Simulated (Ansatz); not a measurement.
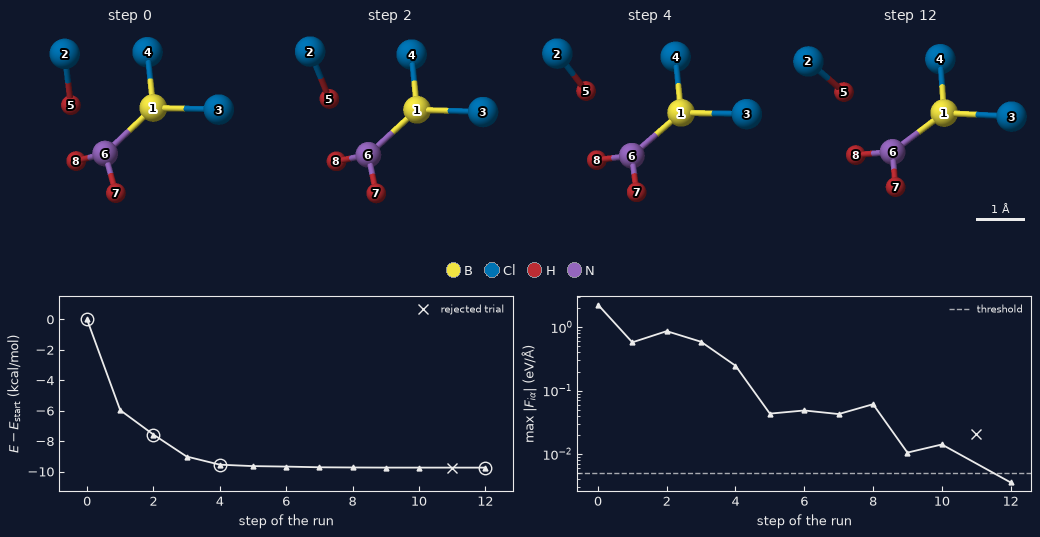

Frames of a relaxation of BNH$_{3}$Cl$_{3}$ (started from a transition state, displaced along its imaginary mode), marked on the history of the run. Style: ball-and-stick. Shown at a tilt.

The calculation used Ansatz, RKS PBE0-D4/def2-TZVP. Settings: force threshold 0.005 eV/Å; at most 200 steps.

**What happens along the run?**

Over 11 accepted moves (12 points after the start) the energy falls by 9.73 kcal/mol. The largest force component goes from 2.3 to 0.0036 eV/Å. The line search rejected the trial step at point 11 of the run. The largest move after the best rigid fit is that of Cl2, 0.89 Å. By element the largest moves are Cl 0.89 Å, H 0.39 Å, B 0.33 Å, N 0.18 Å. Among the contacts that change: B1–Cl2 2.850 → 3.921 Å, B1–N6 1.416 → 1.397 Å, Cl2–H5 1.273 → 1.293 Å, B1–Cl3 1.747 → 1.754 Å. Among the angles between lasting bonds that change: B1–N6–H7 117.4° → 121.4°. From step 0 to 2: Cl2 moves most (0.39 Å), energy −7.56 kcal/mol. From step 2 to 4: Cl2 moves most (0.31 Å), energy −1.98 kcal/mol. From step 4 to 12: Cl2 moves most (0.23 Å), energy −0.19 kcal/mol.

```
step  E − E(0), kcal/mol  largest force component, eV/Å      note
   0                0.00                         2.2683          
   1               -5.96                         0.5771          
   2               -7.56                         0.8667          
   3               -9.00                         0.5887          
   4               -9.54                         0.2470          
   5               -9.63                         0.0434          
   6               -9.67                         0.0486          
   7               -9.71                         0.0427          
   8               -9.73                         0.0610          
   9               -9.73                         0.0105          
  10               -9.73                         0.0141          
  11               -9.73                         0.0203  rejected
  12               -9.73                         0.0036
```
